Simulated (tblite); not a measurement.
C$_{4}$H$_{12}$B$_{2}$Cl$_{2}$Si: geometry relaxation (part 2 of 2)

Continued. System: C$_{4}$H$_{12}$B$_{2}$Cl$_{2}$Si. Method: GFN2-xTB geometry optimisation, gas phase (tblite 0.8.0). It belongs to a series of runs on one base structure; here: H on B replaced by BCl2.

Trajectory as extended XYZ, continued:
```
21
Properties=species:S:1:pos:R:3:forces:R:3 step=128 energy=-762.16173
C    -2.8104    0.2444   -1.1074    0.0050  -0.0100  -0.0010
C    -1.4936   -0.5238   -1.1276   -0.0050   0.0100   0.0010
Si   -0.2198    0.1835    0.1099    0.0150  -0.0280   0.0140
C    -0.8812    0.1470    1.8949    0.0070   0.0030  -0.0170
C     1.3323   -0.9676   -0.0083   -0.0170   0.0020  -0.0020
B     2.4263   -0.2956    0.8468    0.0050   0.0030  -0.0130
B     3.5212    0.7732    0.2020    0.0010  -0.0040  -0.0040
Cl    3.1129    2.4273   -0.1299    0.0040   0.0000   0.0040
Cl    5.1507    0.3290   -0.1909   -0.0090   0.0050  -0.0030
H    -3.2792    0.1682   -0.1304   -0.0140   0.0080   0.0070
H    -3.5038   -0.1474   -1.8492    0.0010  -0.0130  -0.0020
H    -2.6435    1.2965   -1.3217    0.0050   0.0060   0.0020
H    -1.6978   -1.5754   -0.9183    0.0040   0.0020   0.0130
H    -1.0823   -0.4879   -2.1379   -0.0060   0.0020   0.0020
H     0.1040    1.5643   -0.2816    0.0020   0.0060   0.0030
H    -1.0991   -0.8667    2.2227   -0.0030   0.0120  -0.0110
H    -0.1527    0.5633    2.5846   -0.0140  -0.0020  -0.0080
H    -1.7944    0.7264    1.9921    0.0080  -0.0020   0.0000
H     1.5631   -1.0670   -1.0658    0.0170   0.0120  -0.0020
H     1.0123   -1.9403    0.3594    0.0020  -0.0020   0.0030
H     2.4262   -0.5346    1.9974   -0.0080  -0.0110   0.0130
21
Properties=species:S:1:pos:R:3:forces:R:3 step=153 energy=-762.16416
C    -2.8157    0.2296   -1.0969   -0.0070   0.0030   0.0030
C    -1.5042   -0.5476   -1.1134   -0.0130   0.0000   0.0000
Si   -0.2058    0.1829    0.0831   -0.0250   0.0090   0.0130
C    -0.8670    0.1796    1.8674   -0.0030   0.0020   0.0050
C     1.3459   -0.9644   -0.0299    0.0040  -0.0070   0.0020
B     2.4274   -0.3150    0.8587    0.0060   0.0010   0.0020
B     3.5109    0.7840    0.2466    0.0020  -0.0070   0.0050
Cl    3.1075    2.4605    0.0493    0.0000   0.0030   0.0020
Cl    5.1126    0.3525   -0.2567    0.0000   0.0040   0.0040
H    -3.2728    0.1885   -0.1117    0.0050  -0.0010  -0.0030
H    -3.5209   -0.1839   -1.8160    0.0020   0.0100   0.0050
H    -2.6460    1.2740   -1.3459    0.0000  -0.0120  -0.0070
H    -1.7141   -1.5890   -0.8632    0.0070  -0.0100   0.0030
H    -1.1130   -0.5507   -2.1319    0.0060   0.0030  -0.0020
H     0.1169    1.5556   -0.3380    0.0070   0.0010   0.0010
H    -1.1730   -0.8165    2.1783    0.0030   0.0080  -0.0040
H    -0.1097    0.5217    2.5665   -0.0130   0.0080  -0.0110
H    -1.7292    0.8324    1.9696    0.0150  -0.0070   0.0030
H     1.5999   -1.0365   -1.0842    0.0000   0.0030  -0.0120
H     1.0224   -1.9464    0.3081   -0.0020  -0.0090  -0.0010
H     2.4190   -0.5942    2.0008    0.0050  -0.0010  -0.0070
21
Properties=species:S:1:pos:R:3:forces:R:3 step=179 energy=-762.16531
C    -2.8230    0.2126   -1.0933   -0.0010   0.0020   0.0030
C    -1.5110   -0.5634   -1.1022   -0.0040  -0.0020  -0.0030
Si   -0.2041    0.1855    0.0738    0.0020  -0.0010  -0.0030
C    -0.8586    0.2174    1.8600    0.0040   0.0020  -0.0040
C     1.3445   -0.9658   -0.0610    0.0030   0.0010   0.0060
B     2.4325   -0.3475    0.8422    0.0010  -0.0060   0.0020
B     3.5098    0.7849    0.2807   -0.0110  -0.0090   0.0030
Cl    3.0997    2.4695    0.1876   -0.0010  -0.0010   0.0000
Cl    5.1107    0.3907   -0.2526    0.0010   0.0020   0.0020
H    -3.2655    0.2054   -0.1009   -0.0020  -0.0030  -0.0010
H    -3.5384   -0.2239   -1.7882    0.0050   0.0060   0.0030
H    -2.6557    1.2475   -1.3801   -0.0050   0.0000  -0.0040
H    -1.7160   -1.6009   -0.8318   -0.0030  -0.0050   0.0010
H    -1.1241   -0.5839   -2.1222   -0.0020  -0.0010  -0.0040
H     0.1259    1.5504   -0.3670   -0.0010   0.0010  -0.0020
H    -1.1860   -0.7662    2.1873    0.0110  -0.0020  -0.0040
H    -0.0938    0.5563    2.5520    0.0010   0.0040  -0.0020
H    -1.7063    0.8898    1.9524    0.0040  -0.0010   0.0040
H     1.5952   -1.0095   -1.1183    0.0010   0.0040   0.0090
H     1.0188   -1.9562    0.2506   -0.0010   0.0040  -0.0060
H     2.4364   -0.6757    1.9715   -0.0020   0.0040  -0.0010
21
Properties=species:S:1:pos:R:3:forces:R:3 step=204 energy=-762.17078
C    -2.8676    0.1690   -1.0620   -0.0050   0.0090   0.0060
C    -1.5642   -0.6207   -1.0711   -0.0070  -0.0010  -0.0020
Si   -0.1802    0.2028   -0.0426    0.0000   0.0220  -0.0010
C    -0.6892    0.3812    1.7800   -0.0040  -0.0030   0.0120
C     1.3478   -0.9715   -0.2068    0.0070  -0.0040   0.0010
B     2.3788   -0.4969    0.8384   -0.0080   0.0120   0.0020
B     3.4248    0.7501    0.5182    0.0170  -0.0010  -0.0070
Cl    2.9337    2.3998    0.7605    0.0050  -0.0060  -0.0030
Cl    5.0378    0.5428   -0.0779   -0.0090   0.0110   0.0140
H    -3.2373    0.2869   -0.0471   -0.0050  -0.0050   0.0040
H    -3.6342   -0.3383   -1.6452    0.0080   0.0070  -0.0050
H    -2.7187    1.1597   -1.4832    0.0090   0.0010   0.0040
H    -1.7630   -1.6264   -0.6970   -0.0080  -0.0120   0.0150
H    -1.2357   -0.7403   -2.1045   -0.0020  -0.0020  -0.0150
H     0.1376    1.5257   -0.6082   -0.0060  -0.0170   0.0010
H    -0.8322   -0.5867    2.2533   -0.0020  -0.0040  -0.0040
H     0.0752    0.9096    2.3422   -0.0010  -0.0010  -0.0080
H    -1.6164    0.9364    1.8835   -0.0030   0.0090   0.0000
H     1.6716   -0.8836   -1.2410    0.0030  -0.0070  -0.0010
H     0.9856   -1.9853   -0.0507    0.0090  -0.0030  -0.0050
H     2.3368   -0.9972    1.9016    0.0020  -0.0050  -0.0080
21
Properties=species:S:1:pos:R:3:forces:R:3 step=230 energy=-762.17270
C    -2.8677    0.1728   -1.0472   -0.0040   0.0010   0.0020
C    -1.5832   -0.6478   -1.0529   -0.0050   0.0050  -0.0010
Si   -0.1763    0.1867   -0.0651    0.0030  -0.0010   0.0040
C    -0.6647    0.4074    1.7589   -0.0010   0.0000   0.0000
C     1.3588   -0.9788   -0.2394    0.0020   0.0000   0.0030
B     2.3768   -0.5174    0.8244    0.0020   0.0030   0.0000
B     3.4066    0.7556    0.5563   -0.0070  -0.0010   0.0010
Cl    2.8732    2.3872    0.8324   -0.0020   0.0020  -0.0020
Cl    5.0380    0.6019    0.0009    0.0090   0.0000   0.0030
H    -3.2511    0.2767   -0.0356    0.0020   0.0010  -0.0010
H    -3.6366   -0.3020   -1.6542    0.0050   0.0030   0.0030
H    -2.6867    1.1689   -1.4427   -0.0040  -0.0070  -0.0050
H    -1.7994   -1.6390   -0.6500    0.0020   0.0010   0.0060
H    -1.2700   -0.8001   -2.0869   -0.0010   0.0010  -0.0060
H     0.1298    1.4958   -0.6678    0.0000  -0.0030   0.0040
H    -0.8102   -0.5492    2.2540    0.0020  -0.0010  -0.0020
H     0.1086    0.9432    2.3015    0.0010  -0.0050  -0.0040
H    -1.5872    0.9716    1.8585    0.0040   0.0030  -0.0020
H     1.6915   -0.8678   -1.2686   -0.0050  -0.0010  -0.0010
H     1.0049   -1.9988   -0.1076    0.0010  -0.0010  -0.0030
H     2.3362   -1.0501    1.8717   -0.0010   0.0000   0.0010
```

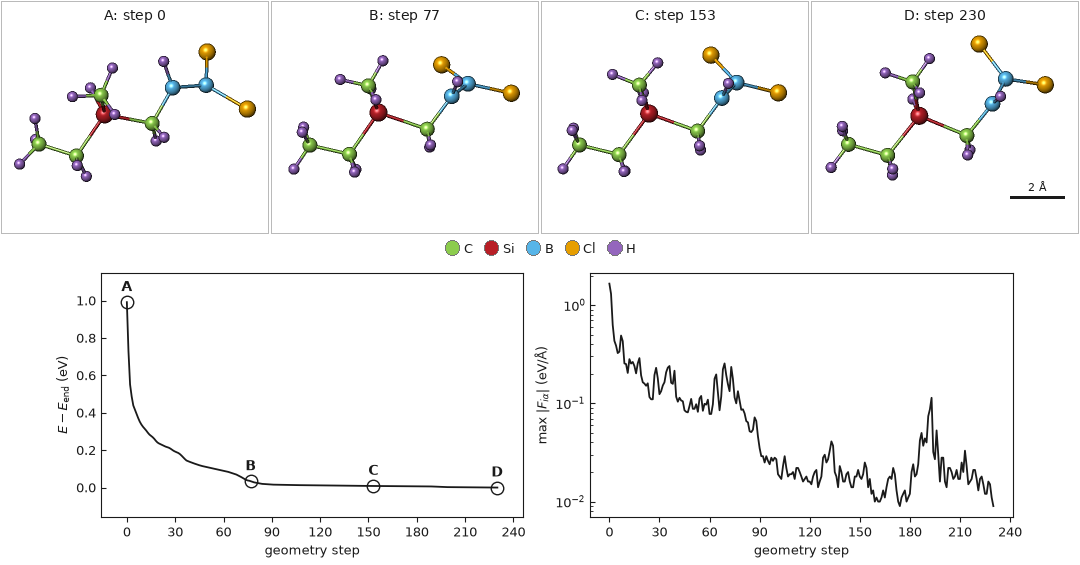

Frames of the relaxation (ball-and-stick view, seen at a tilt) above the curves, on which the letters mark them (steps are counted from 0).

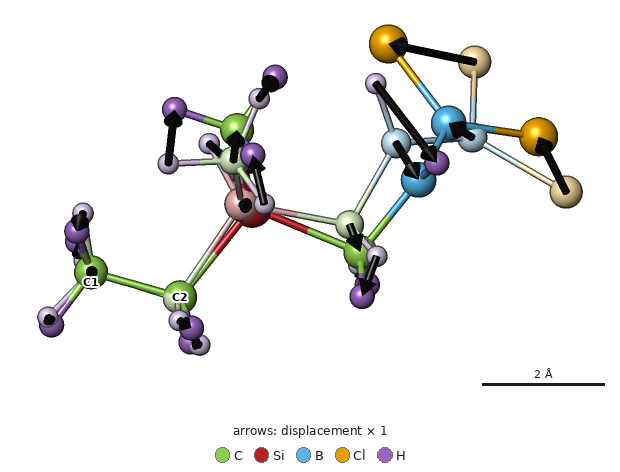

Start (faint) and end (solid) with the displacements as black arrows, at true length (ball-and-stick view, seen at a tilt). The two geometries are laid on each other by the best rigid fit. The largest move after the best rigid fit is that of H21, 2.00 Å. By element the largest moves are H 2.00 Å, Cl 1.87 Å, B 0.92 Å, C 0.75 Å, Si 0.29 Å. Among the contacts that change: B7–Cl9 1.841 → 1.730 Å, B7–Cl8 1.836 → 1.739 Å, Si3–C5 1.844 → 1.935 Å, C1–H10 1.126 → 1.087 Å. Among the angles that change: B6–B7–Cl9 117.0° → 124.7°, C2–Si3–C5 113.2° → 105.9°, Si3–C5–H19 112.3° → 105.5°. Over 230 geometry steps the energy falls by 0.992 eV. The largest force component goes from 1.7 to 0.009 eV/Å. (Atoms are counted from 1 in the order of the input.)

This output came from the following input.

The input:
```
{"job": {"kind": "relax", "xc": "GFN2-xTB", "basis": "xTB"}, "charge": 0, "multiplicity": 1}
C     -2.813700     0.304100    -1.113600
C     -1.665800    -0.649100    -1.024300
Si    -0.400900     0.153700     0.120400
C     -0.951300    -0.267400     1.852600
C      1.305000    -0.507400    -0.106300
B      2.334700     0.374000     0.681500
B      3.870500     0.652900     0.099900
Cl     4.557600     2.344700    -0.093900
Cl     5.016900    -0.786000     0.043300
H     -2.967700     0.738400    -0.085900
H     -3.750200    -0.234900    -1.405500
H     -2.557100     1.112000    -1.827000
H     -2.041300    -1.545800    -0.456300
H     -1.231300    -0.934500    -1.990600
H     -0.420000     1.626100    -0.011600
H     -0.825900    -1.376500     1.970900
H     -0.400500     0.300700     2.628000
H     -2.050800    -0.105500     1.881900
H      1.612900    -0.526400    -1.176600
H      1.355400    -1.544000     0.258500
H      2.014500     0.888100     1.695300
```

The first line tells a small driver script what to run in tblite; the rest is the geometry in Å.

Launch command:
```bash
OMP_NUM_THREADS=1 python <driver script> task.json out
```

Results in brief:

```tsv
quantity	value
outcome	converged
total energy	−762.1727 eV
hardware	1 CPU thread, shared host
wall time	4.6 s
peak memory	0.18 GiB
```
